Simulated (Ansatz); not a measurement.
**SnSiH6O (SMILES [SiH3][O][SnH3]) at HSE06/def2-SVP (core potential)**

What is the vertical singlet–triplet gap of SnSiH6O at HSE06/def2-SVP (core potential)? 

The calculation is run with Ansatz 0.2.0.

63 further runs of the same task are left out: 63 set aside as unsound or not needed. Runs told in other sessions of the task aren't counted.

## Step 1: The system as given

SnSiH6O: 9 atoms, total charge 0, spin state singlet. SMILES: `[SiH3][O][SnH3]`. The shape is that of a PBE0-D4/def2-TZVP optimisation.

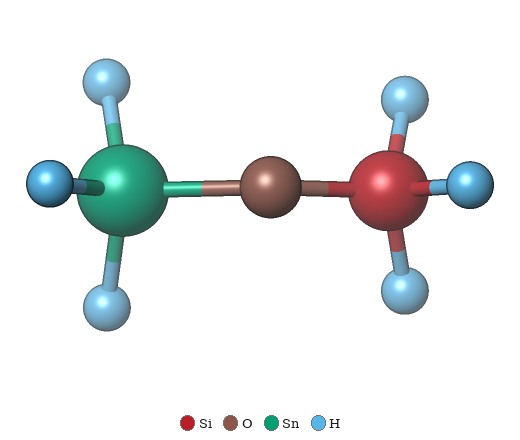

The structure, seen from a chosen angle (silicon red, oxygen brown, tin teal, hydrogen blue).

## Step 2: A single-point energy at HSE06/def2-SVP (core potential)

Contents of run.yaml:

```yaml
crystal:
  periodic: [false, false, false]
  atoms:
    - {symbol: Si, position_ang: [-0.707500, 1.106300, -0.961800]}
    - {symbol: O, position_ang: [0.549600, 0.232700, -0.411000]}
    - {symbol: Sn, position_ang: [0.837100, -1.145700, 0.956400]}
    - {symbol: H, position_ang: [-1.786000, 0.228100, -1.502000]}
    - {symbol: H, position_ang: [-0.233000, 2.004100, -2.046400]}
    - {symbol: H, position_ang: [-1.309600, 1.937400, 0.121200]}
    - {symbol: H, position_ang: [2.493700, -1.499800, 0.829900]}
    - {symbol: H, position_ang: [-0.166000, -2.460900, 0.544700]}
    - {symbol: H, position_ang: [0.410100, -0.448400, 2.452000]}
basis:
  gaussian: {orbitals: def2-SVP}
hamiltonian: {xc: hse06}
accuracy: high
output: {orbitals: {seedname: orbitals}}
```

Started as:

```console
$ ansatz run run.yaml --threads 1 --pin off --max-ram 2610MiB --events-out events.jsonl --progress --plain --runs-dir runs
```

What it wrote:

```text
Warning: RAYON_NUM_THREADS=1 ignored (pool sized by the plan → 1); use --threads N
Functional definition: HSE06
  name "HSE06"
  parameter a = 0.25
  parameter omega = 0.11/bohr
  exchange = pbe_x - a*pbe_x_sr(omega) + a*exact_x_sr(omega)
  correlation = pbe_c
2073 factors; integrals over basis functions are off by at most 7.3e-9 eV
108 factors; integrals over basis functions are off by at most 2.2e-9 eV
mean field evaluation 1: about -15839.3687 eV, gradient 5.0e1 eV
mean field evaluation 2: about -15818.2373 eV, gradient 1.1e2 eV
mean field evaluation 4: about -15843.9064 eV, gradient 2.3e0 eV
mean field evaluation 8: about -15844.0449 eV, gradient 2.1e-1 eV
mean field evaluation 16: about -15844.0450 eV, gradient 3.0e-6 eV
mean field -15844.04501368 eV, -582.2579147732 hartree, gradient 2.7e-8 eV, S^2 0.000000; 0 other end points of the search recorded, 0 dependent functions left out
reference -15844.04501782 eV, -582.2579149256 hartree; 25, 25 occupied and 63, 63 virtual orbitals, 2073 factors
Total energy: -15844.04501782 eV, -582.2579149256 hartree
```

Wall time 9.9 s (1 thread of Arm Neoverse V1, shared host); peak memory 0.32 GiB.

## Step 3: The triplet

run.yaml: that of step 2 with these lines changed.

```diff
@@ -14,4 +14,5 @@
   gaussian: {orbitals: def2-SVP}
+magnetization: {spin_polarized: true, initial_magnetization: 2}
+output: {orbitals: {seedname: orbitals}}
+accuracy: high
 hamiltonian: {xc: hse06}
-accuracy: high
-output: {orbitals: {seedname: orbitals}}
```

Started as:

```console
$ ansatz run run.yaml --threads 1 --pin off --max-ram 2610MiB --events-out events.jsonl --progress --plain --runs-dir runs
```

What it wrote:

```text
Warning: RAYON_NUM_THREADS=1 ignored (pool sized by the plan → 1); use --threads N
Functional definition: HSE06
  name "HSE06"
  parameter a = 0.25
  parameter omega = 0.11/bohr
  exchange = pbe_x - a*pbe_x_sr(omega) + a*exact_x_sr(omega)
  correlation = pbe_c
2073 factors; integrals over basis functions are off by at most 7.3e-9 eV
108 factors; integrals over basis functions are off by at most 2.2e-9 eV
mean field evaluation 1: about -15830.9097 eV, gradient 3.8e1 eV
mean field evaluation 2: about -15751.5337 eV, gradient 1.3e2 eV
mean field evaluation 4: about -15837.4899 eV, gradient 9.8e0 eV
mean field evaluation 8: about -15837.9916 eV, gradient 2.0e-1 eV
mean field evaluation 16: about -15838.1312 eV, gradient 2.7e-3 eV
mean field evaluation 32: about -15838.1312 eV, gradient 3.0e-6 eV
mean field -15838.13123010 eV, -582.0405872352 hartree, gradient 6.2e-8 eV, S^2 2.007768; 5 other end points of the search recorded, 0 dependent functions left out
reference -15838.13123434 eV, -582.0405873909 hartree; 26, 24 occupied and 62, 64 virtual orbitals, 2073 factors
Total energy: -15838.13123434 eV, -582.0405873909 hartree
```

Wall time 35 s (1 thread of Arm Neoverse V1, shared host); peak memory 0.47 GiB.

## Step 4: Summary of results

At HSE06/def2-SVP (core potential):

| quantity | value |
| --- | --- |
| singlet: total energy | -582.25791 Eh |
| singlet: HOMO energy | -7.72 eV |
| singlet: LUMO energy | -0.82 eV |
| singlet: HOMO–LUMO gap | 6.90 eV |
| triplet: total energy | -582.04059 Eh |
| triplet: HOMO energy (highest over α and β) | -2.19 eV |
| triplet: ⟨S²⟩ | 2.008 |
| vertical energy of the triplet above the singlet | 5.914 eV |

**Reading.** At this shape the triplet lies 5.91 eV (136 kcal/mol) above the singlet.
